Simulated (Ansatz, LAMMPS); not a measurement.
# Gap against volume in amorphous 30In2O3-33ZnO-37SnO2 (mol %) (98 atoms)

Density of this cell: 6.27 g/cm³. The cell holds 98 atoms: 18 In, 10 Zn, 11 Sn and 59 O. Its edges and angles: a = 11.175 Å, b = 10.766 Å, c = 10.952 Å, α = 90.0°, β = 88.2°, γ = 89.7°. The starting structure: 98 atoms (18 Sc, 10 Zn, 11 Sn, 59 O) placed at random at 4.81 g/cm³, melted at 5000 K for 10 ps at fixed volume with the Morse and Coulomb pair potential with partial charges (Pedone, Malavasi, Menziani, Cormack and Segre, J. Phys. Chem. B 110, 11780 (2006)). Quenched from 5000 K to 300 K at 100 K/ps and fixed volume, held 10 ps at zero pressure, then minimised at fixed cell. Then Sc was replaced by In and the cell scaled by 1.022 (the potential has no terms for the new elements, so the cell is a start for a DFT relaxation).

Calculated with Ansatz 0.2.0: Kohn-Sham DFT, PBE, PAW (set soft_1), plane waves; cutoff 420 eV, Γ point, gaussian smearing of 0.05 eV. The relaxed cell was scaled evenly and the atoms were relaxed at each volume. The gap is that between the highest filled and the lowest empty Kohn-Sham level on the run's k-points.

```
volume (Å³/atom)  gap (eV)
          12.095              0.8173
          12.633                   ?
          13.036              0.5551
          13.439              0.4348
          13.842              0.4665
          14.245              0.4498
```

Task: Fit a straight line in ln V to the rows given and interpolate to the withheld row.

Worked fit:

A volume deformation potential makes the spacing linear in u = ln(V/V0), with V0 = 13.439 Å³ the relaxed volume; v is the spacing.

| u = ln(V/V0) | v (eV) |
| --- | --- |
| -0.105361 | 0.8173 |
| -0.0304590 | 0.5551 |
| 0 | 0.4348 |
| 0.0295586 | 0.4665 |
| 0.0582689 | 0.4498 |

With n = 5: mean u = -0.00959841, mean v = 0.544700, Σ(u − ū)² = 0.015837, Σ(u − ū)(v − v̄) = -0.036879. Slope b = -0.036879 / 0.015837 = -2.3287; intercept a = v̄ − b ū = 0.52235.

At the withheld volume u = -0.06188, and v = a + b u.

Prediction at 12.633: 0.6664 eV. The run gave 0.6935 eV, so the fit is low by 0.027 eV (3.9 % of the value).

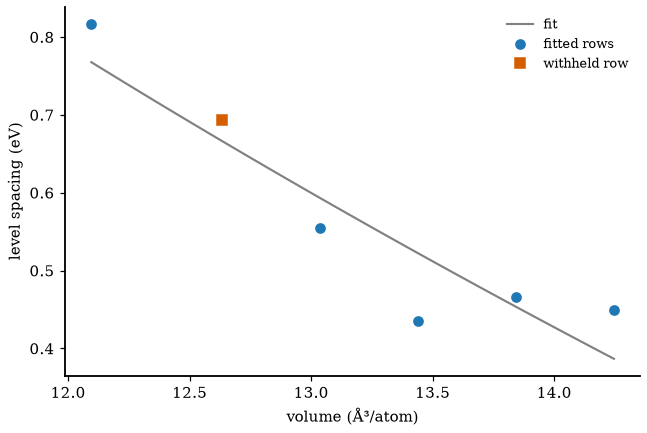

The fit, the rows that it rests on and the withheld row.

The rows follow a line only loosely (correlation 0.93 in size over all rows, under the 0.97 asked here), so the slope of -2.33 eV is a mean trend and no deformation potential. Among the rows given, the largest miss of the fit is at 13.439, by 0.088 eV (23 % of the range of the table).

Limits: The table spans 16 % in volume, wide for a linear law. Semilocal functionals tend to put gaps under measured ones. Only the Γ point is sampled. Atoms move by up to 1.0 Å in these relaxations, so the structure changes along the series. Defect or tail levels can set the spacing of a disordered cell.

[Logs are printed without paths, hosts, clocks, repeated set-up lines and the standing remarks that a program may print on its own settings, such as how far it seeks lower states.]

[Hosts, paths, dates, database ids (printed as entryN), source tags and the programs' standing remarks are cut or masked in the printed files.]
